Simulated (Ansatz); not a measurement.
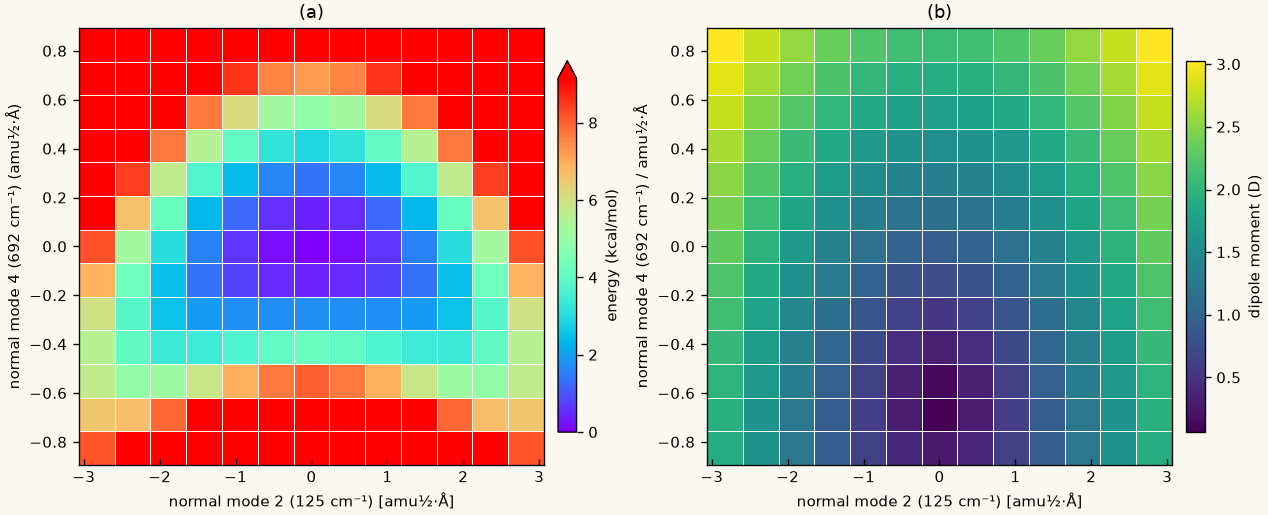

BrFZn, SMILES [F][Zn][Br]. The first coordinate is: normal mode 2 (125 cm⁻¹); the second: normal mode 4 (692 cm⁻¹). Nothing is relaxed (straight displacements along the two mass-weighted modes). The scan uses a 13 × 13 grid; 91 points were computed and 78 follow by symmetry. Energies: kcal/mol, counted from the lowest grid point. Method: Ansatz, RKS r2SCAN-D4/def2-TZVP.

Panel (a) is the energy and panel (b) the computed dipole moment on the same grid.

In the figure: one coloured cell a grid point, one colour for all values above the top of the scale.

How does the dipole moment vary over the map, and what is it at the lowest grid point?

Leaving out the highest fifth of the energies, it runs from 0.14 D at normal mode 2 (125 cm⁻¹) = 0.00 amu½·Å, normal mode 4 (692 cm⁻¹) = −0.550 amu½·Å to 2.40 D at normal mode 2 (125 cm⁻¹) = −2.83 amu½·Å, normal mode 4 (692 cm⁻¹) = 0.138 amu½·Å. At the lowest grid point, normal mode 2 (125 cm⁻¹) = 0.00 amu½·Å, normal mode 4 (692 cm⁻¹) = 0.000 amu½·Å, it is 0.93 D.

| normal mode 4 (692 cm⁻¹) ↓, normal mode 2 (125 cm⁻¹) → | −2.83 | −2.36 | −1.89 | −1.41 | −0.94 | −0.47 | 0.00 | 0.47 | 0.94 | 1.41 | 1.89 | 2.36 | 2.83 |
| --- | --- | --- | --- | --- | --- | --- | --- | --- | --- | --- | --- | --- | --- |
| 0.825 | 3.03 | 2.77 | 2.54 | 2.35 | 2.21 | 2.12 | 2.09 | 2.12 | 2.21 | 2.35 | 2.54 | 2.77 | 3.03 |
| 0.688 | 2.89 | 2.62 | 2.38 | 2.18 | 2.03 | 1.93 | 1.90 | 1.93 | 2.03 | 2.18 | 2.38 | 2.62 | 2.89 |
| 0.550 | 2.76 | 2.48 | 2.23 | 2.02 | 1.85 | 1.74 | 1.71 | 1.74 | 1.85 | 2.02 | 2.23 | 2.48 | 2.76 |
| 0.412 | 2.64 | 2.34 | 2.08 | 1.85 | 1.67 | 1.56 | 1.52 | 1.56 | 1.67 | 1.85 | 2.08 | 2.34 | 2.64 |
| 0.275 | 2.52 | 2.21 | 1.93 | 1.69 | 1.50 | 1.37 | 1.32 | 1.37 | 1.50 | 1.69 | 1.93 | 2.21 | 2.52 |
| 0.138 | 2.40 | 2.08 | 1.79 | 1.53 | 1.32 | 1.18 | 1.13 | 1.18 | 1.32 | 1.53 | 1.79 | 2.08 | 2.40 |
| 0.000 | 2.30 | 1.97 | 1.66 | 1.38 | 1.15 | 0.99 | 0.93 | 0.99 | 1.15 | 1.38 | 1.66 | 1.97 | 2.30 |
| −0.138 | 2.20 | 1.86 | 1.54 | 1.25 | 0.99 | 0.81 | 0.74 | 0.81 | 0.99 | 1.25 | 1.54 | 1.86 | 2.20 |
| −0.275 | 2.12 | 1.77 | 1.43 | 1.12 | 0.84 | 0.63 | 0.54 | 0.63 | 0.84 | 1.12 | 1.43 | 1.77 | 2.12 |
| −0.412 | 2.04 | 1.69 | 1.35 | 1.02 | 0.72 | 0.46 | 0.34 | 0.46 | 0.72 | 1.02 | 1.35 | 1.69 | 2.04 |
| −0.550 | 1.98 | 1.63 | 1.28 | 0.95 | 0.64 | 0.34 | 0.14 | 0.34 | 0.64 | 0.95 | 1.28 | 1.63 | 1.98 |
| −0.688 | 1.94 | 1.58 | 1.24 | 0.92 | 0.60 | 0.30 | 0.06 | 0.30 | 0.60 | 0.92 | 1.24 | 1.58 | 1.94 |
| −0.825 | 1.91 | 1.56 | 1.23 | 0.92 | 0.64 | 0.39 | 0.27 | 0.39 | 0.64 | 0.92 | 1.23 | 1.56 | 1.91 |
